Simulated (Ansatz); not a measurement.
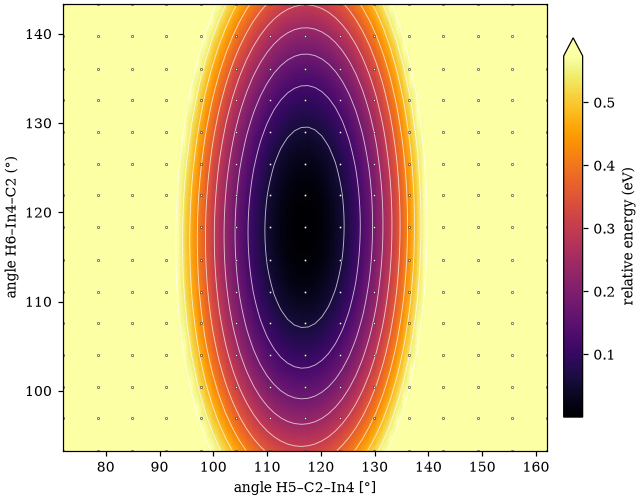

CH₃F₂In, SMILES F[CH](F)[InH2]. Coordinates scanned: (1) angle H5–C2–In4; (2) angle H6–In4–C2. Nothing is relaxed (all other coordinates rigid). The scan uses a 15 × 15 grid. Energies are in eV, from the lowest grid point. All numbers below come from Ansatz 0.2.0, RHF/def2-TZVP.

Drawn: a smooth colour map with a few white contour lines, dots at the grid points, one colour for all values above the top of the scale. Between grid points the surface is interpolated.

**Estimate the position of the minimum and the force constants in these coordinates.**

The interpolated minimum is at angle H5–C2–In4 ≈ 117.0°, angle H6–In4–C2 ≈ 118.3°. The curvatures there are about 7.2 eV/rad² and 3.1 eV/rad², with a cross term of about −0.1 eV/rad². Round the minimum the two coordinates are nearly uncoupled.
